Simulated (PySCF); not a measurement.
BO (charge +1)

```csv
atom,x (Å),y (Å),z (Å)
B,0.0000,0.0000,-0.7031
O,0.0000,0.0000,0.4839
```

All numbers below come from PySCF, PBE0/def2-TZVP, non-relativistic Hamiltonian with scalar-relativistic core potentials where named, at a bond length of 1.187 Å.

Predict the electron density and electron localisation function between the atoms.

B–O (1.19 Å): ρ is about 3 e/Å³ halfway; the ELF peaks at about 0.85 between the atoms: a short, strongly polar bond.

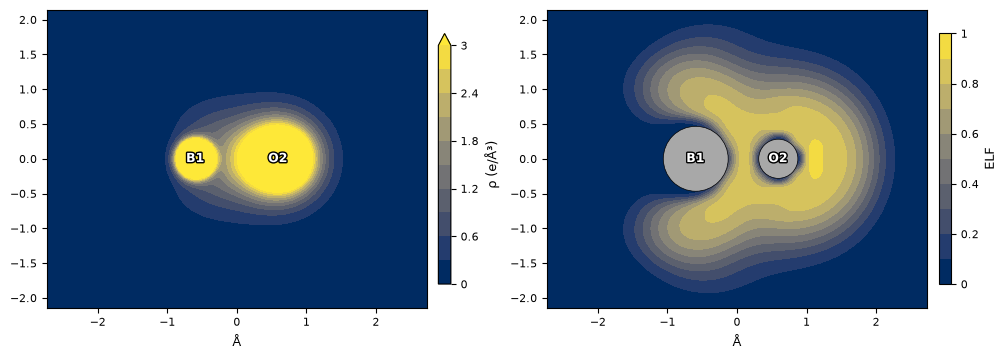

Computed electron density and electron localisation function on a plane that holds the molecular axis, in this order. Grey discs cover the atomic cores in the ELF map. 
